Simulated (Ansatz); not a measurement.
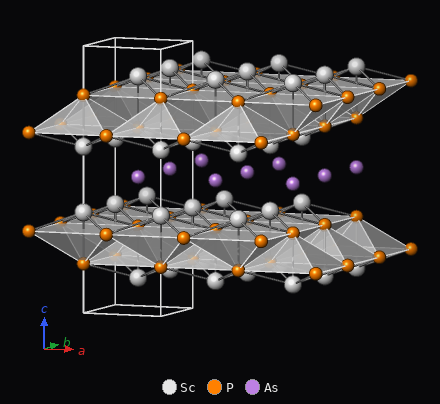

Polyhedra are drawn about Sc (bonds: P–Sc below 3.2 Å); other atoms are plain spheres.

Sc2AsP2 (space group I4/mmm, No. 139): the end point of a relaxation with DFT, PAW plane waves, r2scan in Ansatz 0.2.0; the starting structure was generated, so it need not be a known form of this composition.

> What figure surrounds each Sc atom, and what does it share with the other drawn polyhedra?

Sc: ScP5 square pyramid, sharing edges with eight neighbours and corners with four neighbours.

> What is the connectivity of the polyhedra: isolated, groups, chains, layers or framework?

They form layers of corner- and edge-sharing square pyramids parallel to (001). Their corner atoms also have As as close neighbours (those links are not drawn).

> How far apart are the centres of linked polyhedra?

Centre to centre across a shared edge: 3.93 to 4.24 Å; across a shared corner: 5.55 Å.
